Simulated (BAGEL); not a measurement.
# HF/3-21G (density fitting with qzvpp-jkfit) run of [BPNH6]− (SMILES N[BH2-]P)

Aim: the vertical singlet–triplet gap of [BPNH6]− at HF/3-21G (density fitting with qzvpp-jkfit), from 2 runs. 

The calculation is run with BAGEL 1.2.2.

1 further run of the same task is left out (it didn't finish). Runs told in other sessions of the task aren't counted.

**1. The molecule**

[BPNH6]− has 9 atoms, charge -1, and is taken as a singlet. SMILES: `N[BH2-]P`. The shape is that of a GFN2-xTB optimisation. This is one conformer, not always the lowest.

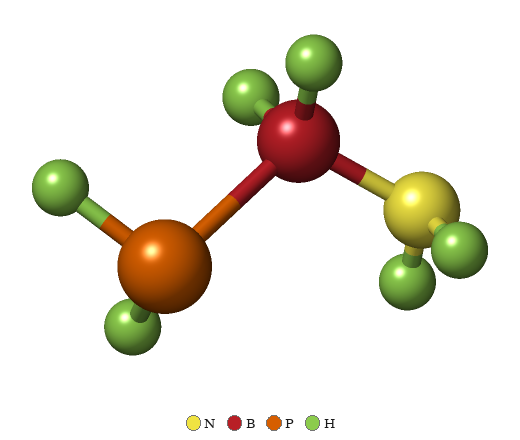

Viewed from a chosen angle; nitrogen yellow, boron red, phosphorus orange, hydrogen green.

**2. The energy at HF/3-21G (density fitting with qzvpp-jkfit)**

Contents of input.json:

```json
{ "bagel" : [

{
  "title" : "molecule",
  "basis" : "3-21g",
  "df_basis" : "qzvpp-jkfit",
  "angstrom" : "true",
  "geometry" : [
    { "atom" : "N", "xyz" : [       0.001820,       0.523030,      -1.451820 ] },
    { "atom" : "B", "xyz" : [      -0.511580,       0.449040,      -0.023200 ] },
    { "atom" : "P", "xyz" : [       0.881220,      -0.486430,       1.212320 ] },
    { "atom" : "H", "xyz" : [       0.205330,      -0.401390,      -1.818930 ] },
    { "atom" : "H", "xyz" : [       0.867790,       1.049380,      -1.503750 ] },
    { "atom" : "H", "xyz" : [      -1.514910,      -0.219340,       0.049740 ] },
    { "atom" : "H", "xyz" : [      -0.643560,       1.553240,       0.451670 ] },
    { "atom" : "H", "xyz" : [       0.664350,      -1.784930,       0.787860 ] },
    { "atom" : "H", "xyz" : [       0.049540,      -0.682600,       2.296090 ] }
  ]
},

{
  "title" : "hf",
  "charge" : -1
},

{
  "title" : "print",
  "file" : "orbitals.molden",
  "orbitals" : "true"
}

]}
```

Started as:

```sh
$ BAGEL_NUM_THREADS=1 BAGEL input.json > input.out
```

Standard output:

```text
* using 1 threads per process

  ===============================================================
  ===============================================================

  *** Geometry ***

  { "atom" : "N", "xyz" : [      0.003439,      0.988383,     -2.743542 ] },
  { "atom" : "B", "xyz" : [     -0.966746,      0.848563,     -0.043842 ] },
  { "atom" : "P", "xyz" : [      1.665264,     -0.919219,      2.290953 ] },
  { "atom" : "H", "xyz" : [      0.388017,     -0.758517,     -3.437280 ] },
  { "atom" : "H", "xyz" : [      1.639885,      1.983041,     -2.841676 ] },
  { "atom" : "H", "xyz" : [     -2.862765,     -0.414493,      0.093995 ] },
  { "atom" : "H", "xyz" : [     -1.216152,      2.935198,      0.853533 ] },
  { "atom" : "H", "xyz" : [      1.255440,     -3.373029,      1.488840 ] },
  { "atom" : "H", "xyz" : [      0.093617,     -1.289927,      4.338981 ] },

  Number of auxiliary basis functions:      388

  Since a DF basis is specified, we compute 2- and 3-index integrals:
    o Being stored without compression. Storage requirement is 0.006 GB

  Number of basis functions:       43
  Number of electrons      :       33

    * METHOD: MOLECULE                             0.12

  *** RHF ***

  === Nuclear Repulsion ===
    96.8366284206

      * DIIS with orbital gradients will be used.

  === RHF iteration (3-21g) ===
      0       -421.02846638          0.02880856           0.02
      1       -421.13264108          0.01311201           0.02
      2       -421.15677958          0.00193462           0.02
      3       -421.15766709          0.00034725           0.02
      4       -421.15771563          0.00008875           0.02
      5       -421.15772076          0.00002076           0.02
      6       -421.15772108          0.00000604           0.02
      7       -421.15772111          0.00000143           0.02
      8       -421.15772111          0.00000049           0.02
      9       -421.15772111          0.00000018           0.02
     10       -421.15772111          0.00000005           0.02
     11       -421.15772111          0.00000002           0.02
     12       -421.15772111          0.00000000           0.02
    * SCF iteration converged.

    * Permanent dipole moment:
           (   -0.711237,     0.572253,     0.204543) a.u.

    * METHOD: HF                                   0.32

    * METHOD: PRINT                                0.01

  ===============================================================
```

Run time: 0.56 s. Hardware: 1 thread of Arm Neoverse V1, shared host; peak memory 0.084 GiB.

**3. The triplet**

Contents of input.json:

```json
{ "bagel": [

{
  "title": "molecule",
  "basis": "3-21g",
  "df_basis": "qzvpp-jkfit",
  "angstrom": true,
  "geometry": [
    { "atom": "N", "xyz": [    0.001820,    0.523030,   -1.451820 ] },
    { "atom": "B", "xyz": [   -0.511580,    0.449040,   -0.023200 ] },
    { "atom": "P", "xyz": [    0.881220,   -0.486430,    1.212320 ] },
    { "atom": "H", "xyz": [    0.205330,   -0.401390,   -1.818930 ] },
    { "atom": "H", "xyz": [    0.867790,    1.049380,   -1.503750 ] },
    { "atom": "H", "xyz": [   -1.514910,   -0.219340,    0.049740 ] },
    { "atom": "H", "xyz": [   -0.643560,    1.553240,    0.451670 ] },
    { "atom": "H", "xyz": [    0.664350,   -1.784930,    0.787860 ] },
    { "atom": "H", "xyz": [    0.049540,   -0.682600,    2.296090 ] }
  ]
},
{
  "title": "uhf",
  "charge": -1,
  "nopen": 2
},
{
  "title": "print",
  "file": "orbitals.molden",
  "orbitals": true
}

]}
```

Started as:

```sh
$ BAGEL_NUM_THREADS=1 BAGEL input.json > input.out
```

Standard output:

```text
* using 1 threads per process

  ===============================================================
  ===============================================================

  *** Geometry ***

  { "atom" : "N", "xyz" : [      0.003439,      0.988383,     -2.743542 ] },
  { "atom" : "B", "xyz" : [     -0.966746,      0.848563,     -0.043842 ] },
  { "atom" : "P", "xyz" : [      1.665264,     -0.919219,      2.290953 ] },
  { "atom" : "H", "xyz" : [      0.388017,     -0.758517,     -3.437280 ] },
  { "atom" : "H", "xyz" : [      1.639885,      1.983041,     -2.841676 ] },
  { "atom" : "H", "xyz" : [     -2.862765,     -0.414493,      0.093995 ] },
  { "atom" : "H", "xyz" : [     -1.216152,      2.935198,      0.853533 ] },
  { "atom" : "H", "xyz" : [      1.255440,     -3.373029,      1.488840 ] },
  { "atom" : "H", "xyz" : [      0.093617,     -1.289927,      4.338981 ] },

  Number of auxiliary basis functions:      388

  Since a DF basis is specified, we compute 2- and 3-index integrals:
    o Being stored without compression. Storage requirement is 0.006 GB

  Number of basis functions:       43
  Number of electrons      :       33

    * METHOD: MOLECULE                             0.11

  *** Open-shell HF ***

  === Nuclear Repulsion ===
    96.8366284206

      * DIIS with orbital gradients will be used.

  === UHF iteration (3-21g) ===
      0       -420.77776261          0.05467658           0.04
      1       -420.86945800          0.03992274           0.04
      2       -420.90983171          0.02919458           0.04
      3       -420.94215099          0.00271450           0.04
      4       -420.94796006          0.00161386           0.04
      5       -420.95023769          0.00112140           0.04
      6       -420.95191863          0.00087140           0.04
      7       -420.95294329          0.00073558           0.04
      8       -420.95451125          0.00049160           0.04
      9       -420.95510832          0.00027122           0.04
     10       -420.95533770          0.00021701           0.04
     11       -420.95533880          0.00016294           0.04
     12       -420.95540924          0.00008791           0.04
     13       -420.95543200          0.00006276           0.04
     14       -420.95545537          0.00003803           0.04
     15       -420.95546471          0.00002233           0.04
     16       -420.95546885          0.00001303           0.04
     17       -420.95547065          0.00000480           0.04
     18       -420.95547077          0.00000245           0.04
     19       -420.95547078          0.00000131           0.04
     20       -420.95547078          0.00000049           0.04
     21       -420.95547078          0.00000021           0.04
     22       -420.95547078          0.00000014           0.04
     23       -420.95547078          0.00000006           0.04
     24       -420.95547078          0.00000005           0.04
     25       -420.95547078          0.00000004           0.04
     26       -420.95547078          0.00000003           0.04
     27       -420.95547078          0.00000002           0.04
     28       -420.95547078          0.00000001           0.04
    * SCF iteration converged.

    * S^2 (UHF) is 2.0079

    * Permanent dipole moment:
           (   -0.854808,     0.295821,     0.479965) a.u.

    * METHOD: UHF                                  1.14

    * METHOD: PRINT                                0.01

  ===============================================================
```

Run time: 1.4 s. Hardware: 1 thread of Arm Neoverse V1, shared host; peak memory 0.084 GiB.

**4. What came out**

Level: HF/3-21G (density fitting with qzvpp-jkfit).

| quantity | value |
| --- | --- |
| singlet: total energy | -421.15772 Eh |
| singlet: HOMO energy | -2.73 eV |
| singlet: LUMO energy | 10.58 eV |
| singlet: HOMO–LUMO gap (to an unbound level, set by the basis) | 13.31 eV |
| triplet: total energy | -420.95547 Eh |
| triplet: ⟨S²⟩ | 2.008 |
| vertical energy of the triplet above the singlet | 5.504 eV |

**Reading.** At this shape the triplet lies 5.50 eV (127 kcal/mol) above the singlet. For an anion a state so high probably lies above electron detachment.
